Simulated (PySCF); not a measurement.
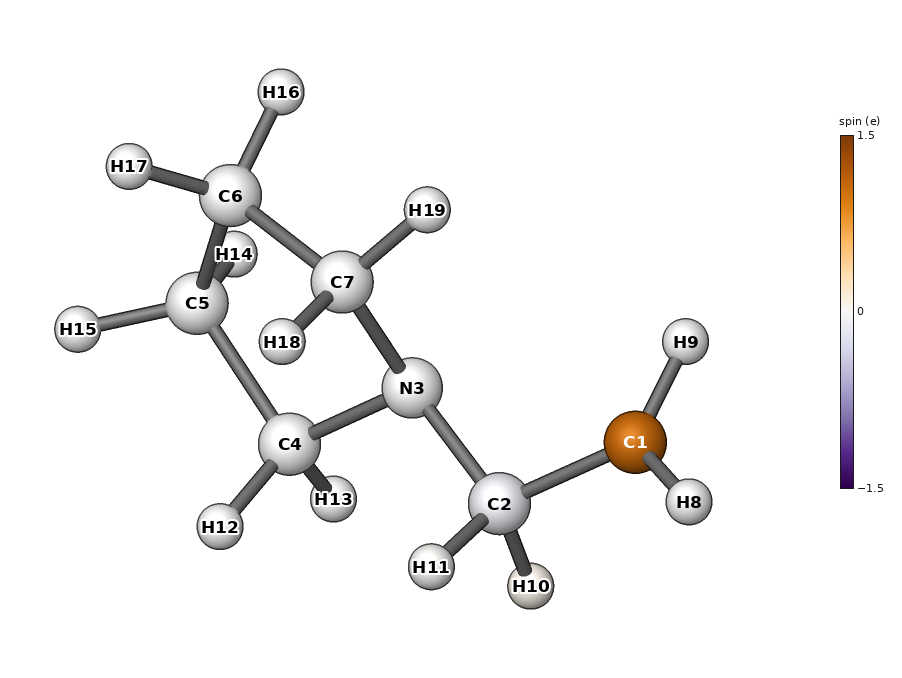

Atoms are coloured by their Mulliken spin populations. Charge 0, doublet. The geometry was computed by an optimisation with GFN2-xTB. No frequency run is at hand to confirm it as a minimum. Level of theory: UKS B3LYP, pcH-1 on C H N, non-relativistic (PySCF 2.14.0).

Give the Mulliken spin populations atom by atom.

| atom | value (e) |
| --- | --- |
| C1 | 1.08 |
| C2 | −0.09 |
| N3 | 0.01 |
| C4 | 0.00 |
| C5 | 0.00 |
| C6 | 0.00 |
| C7 | 0.01 |
| H8 | −0.05 |
| H9 | −0.04 |
| H10 | 0.06 |
| H11 | 0.02 |
| H12 | 0.00 |
| H13 | 0.00 |
| H14 | 0.00 |
| H15 | 0.00 |
| H16 | 0.00 |
| H17 | 0.00 |
| H18 | 0.00 |
| H19 | 0.00 |

Mulliken values depend strongly on the basis set.
